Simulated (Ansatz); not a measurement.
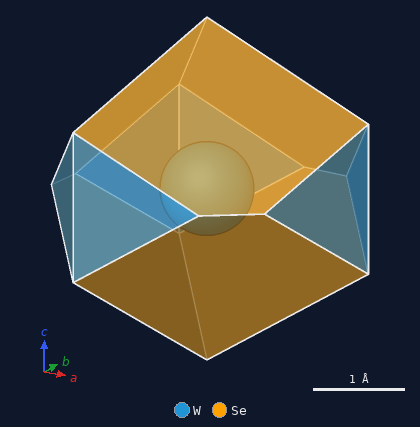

Voronoi–Dirichlet polyhedron, computed geometrically; every face belongs to one neighbour and no atomic radii are used. Central atom: W (2c) in WSe₂; faces take the colour of the neighbour behind them. The structure is the input geometry of an electronic-structure calculation and need not be at equilibrium.

WSe2, space group P6_3/mmc (No. 194), a = 3.282 Å, b = 3.282 Å, c = 12.960 Å, α = 90.00°, β = 90.00°, γ = 120.00°

| site | Wyckoff | x | y | z |
| --- | --- | --- | --- | --- |
| W | 2c | 0.3333 | 0.6667 | 0.2500 |
| Se | 4f | 0.3333 | 0.6667 | 0.6211 |

Question: What is the volume of this Voronoi cell?

Answer: 15.6 Å³, against a mean of 20.1 Å³ per atom in this structure.

Question: Which neighbours share a face with the central atom?

Answer: 6 Se (82 % of the solid angle) and 6 W (18 % of the solid angle).
